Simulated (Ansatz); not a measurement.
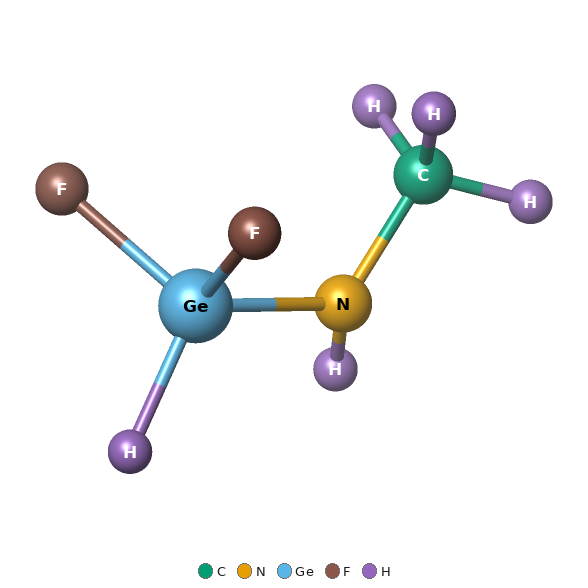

Rendered structure (ball-and-stick style).

The computed structure is the end point of a PBE0-D4/def2-TZVP optimisation.

Describe the molecule.

Formula CH₅F₂GeN. As SMILES it reads `C[NH][GeH]([F])[F]`. The point group is C1. Coordination, clear cases only: 1 C tetrahedral; 1 Ge tetrahedral.

More results for the same structure follow; atom numbers are the same in all pictures, views and colours differ.

Shape

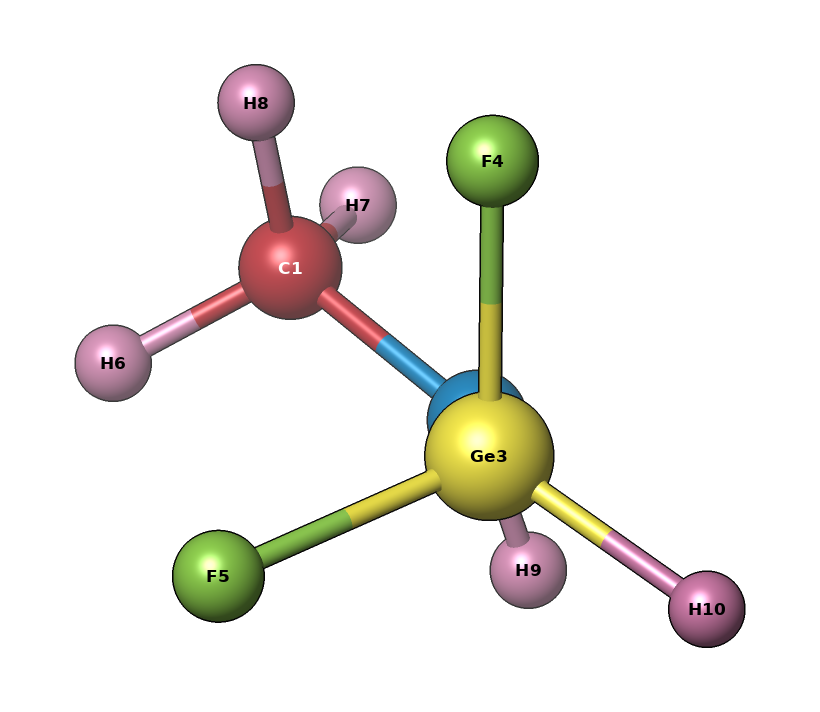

N2 lies behind Ge3. The molecule seen nearly along the Ge3–N2 bond, Ge3 in front. Atoms fade into the background with distance from the viewer.

> What is the torsion angle F4–Ge3–N2–C1? The sign is positive where the front bond must turn clockwise to cover the back bond.

−53°, synclinal (gauche).

Vibrations

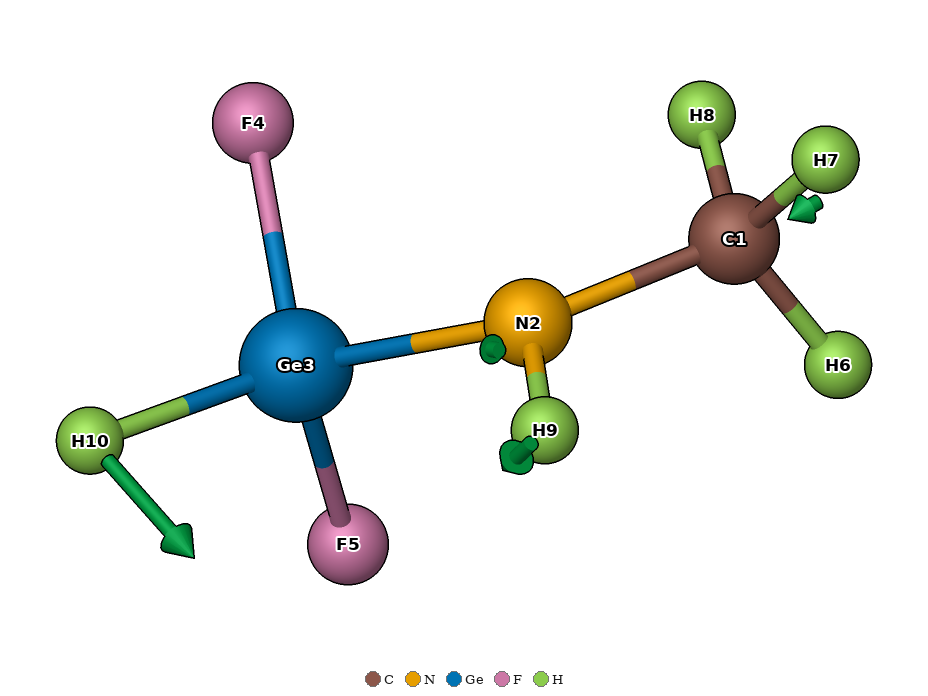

The arrows show one normal mode. Harmonic vibrations computed with RKS PBE0-D4/def2-TZVP (Ansatz 0.2.0) at a stationary point of the same level.

> Estimate its harmonic wavenumber.

666 cm⁻¹; it is mode 8 of 24 counted from the lowest.

Dipole moment

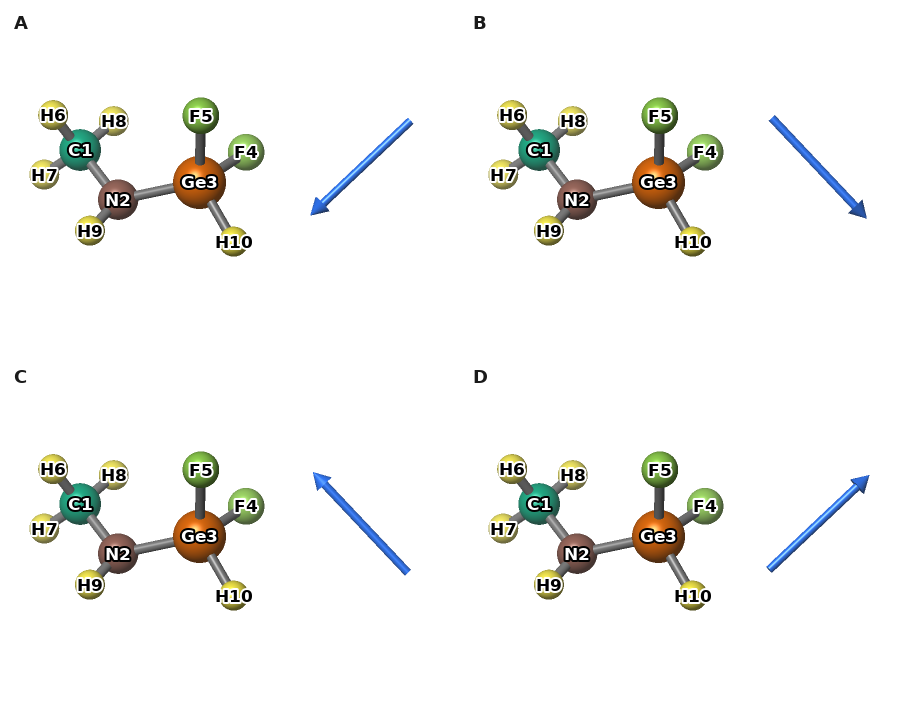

The same molecule four times, each with an arrow. Properties computed with RKS B3LYP-D4/def2-TZVPP (Ansatz 0.2.0).

> Which arrow points along the dipole moment, from the negative to the positive end?

A. The dipole moment is 3.15 D; it points from the side of F4 to the side of H9 (the outermost atoms at the two ends).

Charges

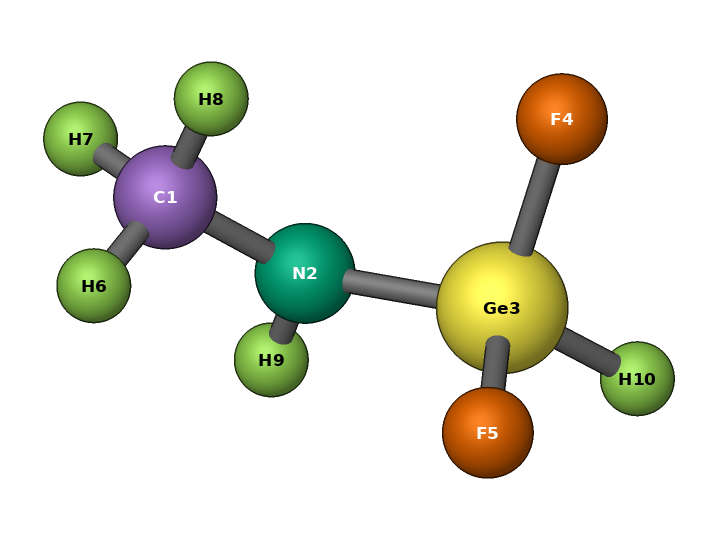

The questions are on Mulliken charges. Level of theory: RKS PBE0-D4/def2-TZVP (Ansatz 0.2.0).

Give the Mulliken charges atom by atom.

| atom | value (e) |
| --- | --- |
| C1 | −0.29 |
| N2 | −0.45 |
| Ge3 | 0.82 |
| F4 | −0.37 |
| F5 | −0.38 |
| H6 | 0.13 |
| H7 | 0.13 |
| H8 | 0.15 |
| H9 | 0.23 |
| H10 | 0.02 |

Mulliken values depend strongly on the basis set and can even reverse the polarity of a bond.
